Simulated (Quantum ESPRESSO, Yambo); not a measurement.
# KCl (Sylvite): a self-consistent loop beyond G0W0, cycle by cycle, part 2 of 2

How far does self-consistency move the gap of KCl (Sylvite)?

Quantum ESPRESSO 7.5 and Yambo 5.3.0; PBE and many-body steps on it, plane waves. Known limits of the many-body steps: not at the basis limit.

So far. Step 5 (evGW0, cycle 1): Against G0W0 in Yambo (4×4×4 mesh, 99 bands, screening to 122.5 eV, Godby-Needs plasmon pole), the gap moves by +0.213 eV. Step 6 (evGW0, cycle 2): Against the cycle before, the gap moves by +0.017 eV.

### Step 7. evGW0, cycle 3

Level of this step: evGW0 on PBE, plane waves, norm-conserving pseudopotentials (Yambo).

Contents of gw5.in:

```
HF_and_locXC
gw0
dyson
ppa
em1d
rim_cut
RandQpts= 1000000
RandGvec= 1 RL
EXXRLvcs= 66 Ry
VXCRLvcs= 264 Ry
Chimod= "HARTREE"
% BndsRnXp
 1 | 99 |
%
NGsBlkXp= 9 Ry
% LongDrXp
 1 | 1 | 1 |
%
% GbndRnge
 1 | 99 |
%
DysSolver= "n"
ExtendOut
PPAPntXp= 27.21138 eV
% QPkrange
 1 | 8 | 3 | 12 |
%
GfnQPdb= "E < ./gw4_fix/ndb.QP"
```

Run with:

```console
OMP_NUM_THREADS=1 mpirun -n 4 yambo -F gw5.in -J gw5,gw1_W -C gw5 > gw5.log
```

Output:

```text
 Yambo, version 5.3.0

 [02] CORE Variables Setup
 =========================

  [... cell, symmetries and grids as in the set-up ...]

  [02.05] Energies & Occupations
  ==============================

  [X] === General ===
  [X] Electronic Temperature                        :  0.000000  0.000000 [eV K]
  [X] Bosonic    Temperature                        :  0.000000  0.000000 [eV K]
  [X] Finite Temperature mode                       : no
  [X] El. density                                   :  0.25681E+24 [cm-3]
[...]
Sx RL components                                 :   3943

   QP @ state[ 1 ] K range                          :   1   8
   QP @ state[ 1 ] b range                          :   3  12
   GF energies kind                                 : Perdew, Burke & Ernzerhof(X)+Perdew, Burke & Ernzerhof(C)+ E < ./gw2/ndb.QP + @E Fit+ E < ./gw3_fix/
   GF WF`s kind                                     : Perdew, Burke & Ernzerhof(X)+Perdew, Burke & Ernzerhof(C)
   Xs energies kind                                 : Perdew, Burke & Ernzerhof(X)+Perdew, Burke & Ernzerhof(C)
   Xs WF`s kind                                     : Perdew, Burke & Ernzerhof(X)+Perdew, Burke & Ernzerhof(C)

 [13] Game Over & Game summary
```

It took 4.6 min on 4 MPI ranks of Arm Neoverse V1, shared host; peak memory 1.6 GiB; 18 min of CPU time.

This step gave:

| Property | Result |
| --- | --- |
| quasiparticle gap on the mesh | 8.228 eV |
| gap of the density functional on the mesh | 5.190 eV |
| k of the valence top | 0, 0, 0 |
| k of the conduction bottom | 0, 0, 0 |
| least direct quasiparticle gap on the computed points | 8.228 eV |

Against the cycle before, the gap moves by +0.001 eV.

The program's own table gives 8.517 eV, which is too large where the input levels are shifted: this version takes Σc at the unshifted level E₀, yet steps from the shifted one. The value above is the Newton step from E₀, E₀ + Z(Σc + Σx − Vxc), rebuilt from the printed columns.

### Step 8. evGW, cycle 1

This step: evGW on PBE, plane waves, norm-conserving pseudopotentials.

gw6.in, as its differences from gw5.in of step 7:

```diff
@@ -27,2 +27,3 @@
 %
-GfnQPdb= "E < ./gw4_fix/ndb.QP"
+GfnQPdb= "E < ./gw2/ndb.QP"
+XfnQPdb= "E < ./gw2/ndb.QP"
```

Run with:

```console
OMP_NUM_THREADS=1 mpirun -n 4 yambo -F gw6.in -J gw6 -C gw6 > gw6.log
```

Output:

```text
 Yambo, version 5.3.0

 [02] CORE Variables Setup
 =========================

  [... cell, symmetries and grids as in the set-up ...]

  [02.05] Energies & Occupations
  ==============================

  [X] === General ===
  [X] Electronic Temperature                        :  0.000000  0.000000 [eV K]
  [X] Bosonic    Temperature                        :  0.000000  0.000000 [eV K]
  [X] Finite Temperature mode                       : no
  [X] El. density                                   :  0.25681E+24 [cm-3]
[...]
Sx RL components                                 :   3943

   QP @ state[ 1 ] K range                          :   1   8
   QP @ state[ 1 ] b range                          :   3  12
   GF energies kind                                 : Perdew, Burke & Ernzerhof(X)+Perdew, Burke & Ernzerhof(C)+ E < ./gw2/ndb.QP + @E Fit
   GF WF`s kind                                     : Perdew, Burke & Ernzerhof(X)+Perdew, Burke & Ernzerhof(C)
   Xs energies kind                                 : Perdew, Burke & Ernzerhof(X)+Perdew, Burke & Ernzerhof(C)
   Xs WF`s kind                                     : Perdew, Burke & Ernzerhof(X)+Perdew, Burke & Ernzerhof(C)

 [15] Game Over & Game summary
```

The job ended after 5.1 min (4 MPI ranks; peak memory 1.6 GiB; 20 min of CPU time).

This step gave:

| Item | Value |
| --- | --- |
| quasiparticle gap on the mesh | 8.870 eV |
| gap of the density functional on the mesh | 5.190 eV |
| k of the valence top | 0, 0, 0 |
| k of the conduction bottom | 0, 0, 0 |
| least direct quasiparticle gap on the computed points | 8.870 eV |

Against G0W0 in Yambo (4×4×4 mesh, 99 bands, screening to 122.5 eV, Godby-Needs plasmon pole), the gap moves by +0.874 eV.

The program's own table gives 9.085 eV, which is too large where the input levels are shifted: this version takes Σc at the unshifted level E₀, yet steps from the shifted one. The value above is the Newton step from E₀, E₀ + Z(Σc + Σx − Vxc), rebuilt from the printed columns.

### Step 9. evGW, cycle 2

gw7.in, as its differences from gw6.in of step 8:

```diff
@@ -27,3 +27,3 @@
 %
-GfnQPdb= "E < ./gw2/ndb.QP"
-XfnQPdb= "E < ./gw2/ndb.QP"
+GfnQPdb= "E < ./gw6_fix/ndb.QP"
+XfnQPdb= "E < ./gw6_fix/ndb.QP"
```

Run with:

```console
OMP_NUM_THREADS=1 mpirun -n 4 yambo -F gw7.in -J gw7 -C gw7 > gw7.log
```

Output:

```text
 Yambo, version 5.3.0

 [02] CORE Variables Setup
 =========================

  [... cell, symmetries and grids as in the set-up ...]

  [02.05] Energies & Occupations
  ==============================

  [X] === General ===
  [X] Electronic Temperature                        :  0.000000  0.000000 [eV K]
  [X] Bosonic    Temperature                        :  0.000000  0.000000 [eV K]
  [X] Finite Temperature mode                       : no
  [X] El. density                                   :  0.25681E+24 [cm-3]
[...]
Sx RL components                                 :   3943

   QP @ state[ 1 ] K range                          :   1   8
   QP @ state[ 1 ] b range                          :   3  12
   GF energies kind                                 : Perdew, Burke & Ernzerhof(X)+Perdew, Burke & Ernzerhof(C)+ E < ./gw2/ndb.QP + @E Fit+ E < ./gw6_fix/
   GF WF`s kind                                     : Perdew, Burke & Ernzerhof(X)+Perdew, Burke & Ernzerhof(C)
   Xs energies kind                                 : Perdew, Burke & Ernzerhof(X)+Perdew, Burke & Ernzerhof(C)
   Xs WF`s kind                                     : Perdew, Burke & Ernzerhof(X)+Perdew, Burke & Ernzerhof(C)

 [15] Game Over & Game summary
```

It took 5.1 min on 4 MPI ranks; peak memory 1.6 GiB; 20 min of CPU time.

This step gave:

```yaml
quasiparticle_gap_on_the_mesh: 9.072 eV
gap_of_the_density_functional_on_the_mesh: 5.190 eV
k_of_the_valence_top: 0, 0, 0
k_of_the_conduction_bottom: 0, 0, 0
least_direct_quasiparticle_gap_on_the_computed_points: 9.072 eV
```

Against the cycle before, the gap moves by +0.202 eV.

The program's own table gives 9.325 eV, which is too large where the input levels are shifted: this version takes Σc at the unshifted level E₀, yet steps from the shifted one. The value above is the Newton step from E₀, E₀ + Z(Σc + Σx − Vxc), rebuilt from the printed columns.

### Step 10. evGW, cycle 3

gw8.in, as its differences from gw7.in of step 9:

```diff
@@ -27,3 +27,3 @@
 %
-GfnQPdb= "E < ./gw6_fix/ndb.QP"
-XfnQPdb= "E < ./gw6_fix/ndb.QP"
+GfnQPdb= "E < ./gw7_fix/ndb.QP"
+XfnQPdb= "E < ./gw7_fix/ndb.QP"
```

Run with:

```console
OMP_NUM_THREADS=1 mpirun -n 4 yambo -F gw8.in -J gw8 -C gw8 > gw8.log
```

Output:

```text
 Yambo, version 5.3.0

 [02] CORE Variables Setup
 =========================

  [... cell, symmetries and grids as in the set-up ...]

  [02.05] Energies & Occupations
  ==============================

  [X] === General ===
  [X] Electronic Temperature                        :  0.000000  0.000000 [eV K]
  [X] Bosonic    Temperature                        :  0.000000  0.000000 [eV K]
  [X] Finite Temperature mode                       : no
  [X] El. density                                   :  0.25681E+24 [cm-3]
[...]
Sx RL components                                 :   3943

   QP @ state[ 1 ] K range                          :   1   8
   QP @ state[ 1 ] b range                          :   3  12
   GF energies kind                                 : Perdew, Burke & Ernzerhof(X)+Perdew, Burke & Ernzerhof(C)+ E < ./gw2/ndb.QP + @E Fit+ E < ./gw6_fix/
   GF WF`s kind                                     : Perdew, Burke & Ernzerhof(X)+Perdew, Burke & Ernzerhof(C)
   Xs energies kind                                 : Perdew, Burke & Ernzerhof(X)+Perdew, Burke & Ernzerhof(C)
   Xs WF`s kind                                     : Perdew, Burke & Ernzerhof(X)+Perdew, Burke & Ernzerhof(C)

 [15] Game Over & Game summary
```

Run time: 5.1 min. Hardware: 4 MPI ranks; peak memory 1.6 GiB; 20 min of CPU time.

This step gave:

```yaml
quasiparticle_gap_on_the_mesh: 9.114 eV
gap_of_the_density_functional_on_the_mesh: 5.190 eV
k_of_the_valence_top: 0, 0, 0
k_of_the_conduction_bottom: 0, 0, 0
least_direct_quasiparticle_gap_on_the_computed_points: 9.114 eV
```

Against the cycle before, the gap moves by +0.041 eV.

The program's own table gives 9.374 eV, which is too large where the input levels are shifted: this version takes Σc at the unshifted level E₀, yet steps from the shifted one. The value above is the Newton step from E₀, E₀ + Z(Σc + Σx − Vxc), rebuilt from the printed columns.

### Step 11. evGW, cycle 4

gw9.in, as its differences from gw8.in of step 10:

```diff
@@ -27,3 +27,3 @@
 %
-GfnQPdb= "E < ./gw7_fix/ndb.QP"
-XfnQPdb= "E < ./gw7_fix/ndb.QP"
+GfnQPdb= "E < ./gw8_fix/ndb.QP"
+XfnQPdb= "E < ./gw8_fix/ndb.QP"
```

Run with:

```console
OMP_NUM_THREADS=1 mpirun -n 4 yambo -F gw9.in -J gw9 -C gw9 > gw9.log
```

Output:

```text
 Yambo, version 5.3.0

 [02] CORE Variables Setup
 =========================

  [... cell, symmetries and grids as in the set-up ...]

  [02.05] Energies & Occupations
  ==============================

  [X] === General ===
  [X] Electronic Temperature                        :  0.000000  0.000000 [eV K]
  [X] Bosonic    Temperature                        :  0.000000  0.000000 [eV K]
  [X] Finite Temperature mode                       : no
  [X] El. density                                   :  0.25681E+24 [cm-3]
[...]
Sx RL components                                 :   3943

   QP @ state[ 1 ] K range                          :   1   8
   QP @ state[ 1 ] b range                          :   3  12
   GF energies kind                                 : Perdew, Burke & Ernzerhof(X)+Perdew, Burke & Ernzerhof(C)+ E < ./gw2/ndb.QP + @E Fit+ E < ./gw6_fix/
   GF WF`s kind                                     : Perdew, Burke & Ernzerhof(X)+Perdew, Burke & Ernzerhof(C)
   Xs energies kind                                 : Perdew, Burke & Ernzerhof(X)+Perdew, Burke & Ernzerhof(C)
   Xs WF`s kind                                     : Perdew, Burke & Ernzerhof(X)+Perdew, Burke & Ernzerhof(C)

 [15] Game Over & Game summary
```

The job ended after 5.1 min (4 MPI ranks; peak memory 1.6 GiB).

Numbers from this step:

- quasiparticle gap on the mesh: 9.122 eV
- gap of the density functional on the mesh: 5.190 eV
- k of the valence top: 0, 0, 0
- k of the conduction bottom: 0, 0, 0
- least direct quasiparticle gap on the computed points: 9.122 eV

Against the cycle before, the gap moves by +0.008 eV.

The program's own table gives 9.384 eV, which is too large where the input levels are shifted: this version takes Σc at the unshifted level E₀, yet steps from the shifted one. The value above is the Newton step from E₀, E₀ + Z(Σc + Σx − Vxc), rebuilt from the printed columns.

### Step 12. Side by side

Times are wall times on 4 MPI ranks of Arm Neoverse V1, shared host, good to a factor of about two.

| run | mesh | bands | screening cutoff (eV) | DFT gap (eV) | gap on the mesh (eV) | direct (eV) | time |
| --- | --- | --- | --- | --- | --- | --- | --- |
| G0W0 | 4×4×4 | 99 | 122.5 | 5.190 | 7.996 | 7.996 | 41 s |
| evGW0, cycle 1 | 4×4×4 | 99 | 122.5 | 5.190 | 8.209 | 8.209 | 4.6 min |
| evGW0, cycle 2 | 4×4×4 | 99 | 122.5 | 5.190 | 8.227 | 8.227 | 4.6 min |
| evGW0, cycle 3 | 4×4×4 | 99 | 122.5 | 5.190 | 8.228 | 8.228 | 4.6 min |
| evGW, cycle 1 | 4×4×4 | 99 | 122.5 | 5.190 | 8.870 | 8.870 | 5.1 min |
| evGW, cycle 2 | 4×4×4 | 99 | 122.5 | 5.190 | 9.072 | 9.072 | 5.1 min |
| evGW, cycle 3 | 4×4×4 | 99 | 122.5 | 5.190 | 9.114 | 9.114 | 5.1 min |
| evGW, cycle 4 | 4×4×4 | 99 | 122.5 | 5.190 | 9.122 | 9.122 | 5.1 min |

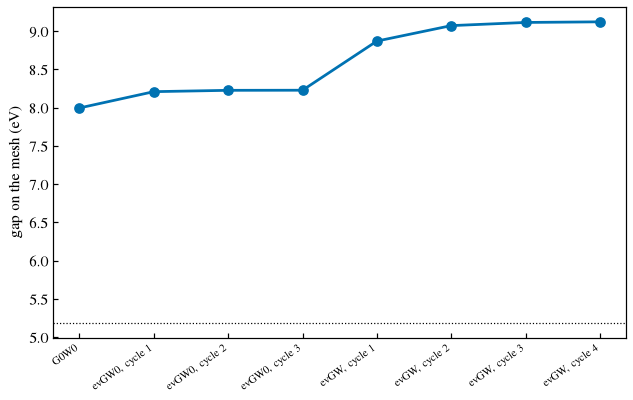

The gap through the cycles; the dotted line is the starting gap.

### Step 13. Outcome

| Quantity | Value |
| --- | --- |
| G0W0 | 7.996 eV |
| evGW0, cycle 1 | 8.209 eV |
| evGW0, cycle 2 | 8.227 eV |
| evGW0, cycle 3 | 8.228 eV |
| evGW, cycle 1 | 8.870 eV |
| evGW, cycle 2 | 9.072 eV |
| evGW, cycle 3 | 9.114 eV |
| evGW, cycle 4 | 9.122 eV |
| known limits | not at the basis limit |

evGW0 ends at 8.23 eV, +0.23 eV from G0W0, after 3 cycles that took 14 min beside the first screening; the last moved the gap by 0.001 eV. evGW ends at 9.12 eV, +1.13 eV from G0W0, after 4 cycles that took 20 min beside the first screening; the last moved the gap by 0.008 eV. Bands and cutoff are finite, so the gap is not at the basis limit. The miss can reach some tenths of an eV and take either sign; the mesh is an error of its own.

[Paths, hosts, dates, memory and timing lines, banners, echoed tables and standing remarks are left out of the program output.]

[Logs are printed without paths, hosts, clocks, repeated set-up lines and the standing remarks that a program may print on its own settings, such as how far it seeks lower states.]

[Runs of the session that timed out or met a known fault of the program may be left out.]

[Hosts, paths, dates, database ids (printed as entryN), source tags and the programs' standing remarks are cut or masked in the printed files.]
